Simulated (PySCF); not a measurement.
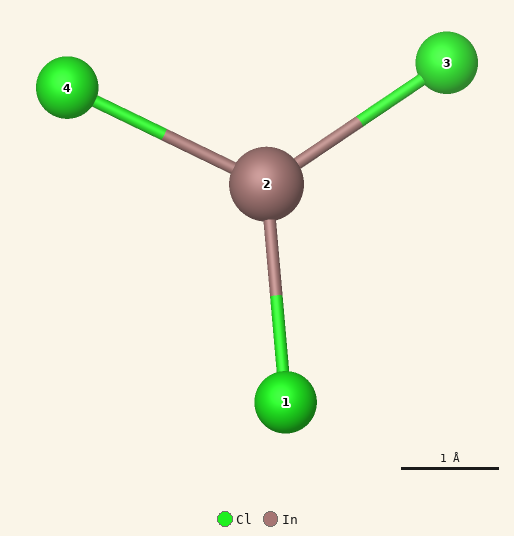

Fig. 1: The structure as given in the input (ball-and-stick view, seen at a tilt; atoms are numbered from 1 in the order of the input). Sticks mark near contacts.

**Run report: InCl$_{3}$, single-point calculation**

The run: single-point calculation of InCl$_{3}$, SMILES [Cl][In]([Cl])[Cl]. Method and program: SVWN5/def2-SVP, RKS, core potentials def2-svp (PySCF 2.14.0).

The geometry comes from this level: PBE0-D4/def2-TZVP.

**Input (job.py)**
```python
# [Cl][In]([Cl])[Cl]
from pyscf import gto, dft

molecule = gto.Mole()
molecule.atom = '''
Cl      -0.202900       0.521500       2.213600
In       0.014400      -0.014800      -0.005300
Cl       1.015900      -1.985200      -0.615300
Cl      -0.772000       1.418300      -1.613200
'''
molecule.spin = 0
molecule.basis = 'def2-svp'
molecule.verbose = 3
molecule.max_memory = 1860
molecule.ecp = {'In': 'def2-svp'}
molecule.build()

mf = dft.RKS(molecule, xc='svwn')
mf.grids.level = 5
mf.conv_tol = 1e-10
mf.kernel()
if not mf.converged:
    mf = mf.newton().run(mf.mo_coeff, mf.mo_occ)

e_tot = mf.e_tot
print('E = %.10f Eh' % e_tot)
```

Run as:
```bash
OMP_NUM_THREADS=1 python job.py
```

**Output**
```
converged SCF energy = -1565.68226637136
E = -1565.6822663714 Eh
```

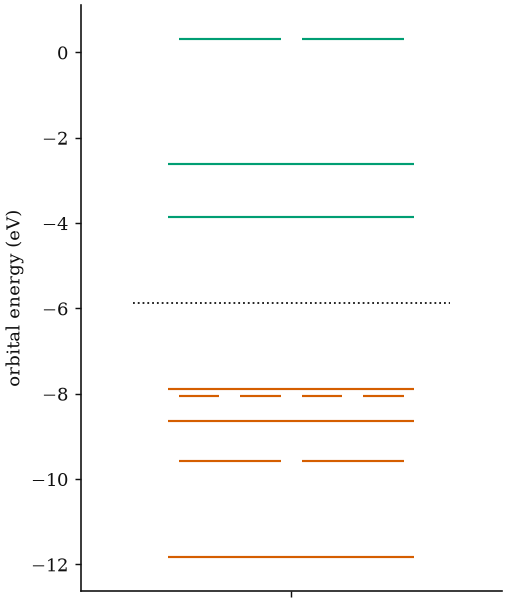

Fig. 2: Orbital energies near the frontier; the dotted line parts filled from empty levels, and levels within 0.02 eV of each other stand side by side. Highest filled −7.89 eV, lowest empty −3.87 eV, 4.02 eV apart.

**Key numbers**

- outcome: converged
- total energy: −1565.682266 hartree
- basis functions: 80
- HOMO: −7.89 eV
- LUMO: −3.87 eV
- dipole moment: 0.00 D
- hardware: 1 thread of Arm Neoverse V1, 112 GiB of memory available, shared host
- wall time: 7.8 s
- peak memory: 0.27 GiB
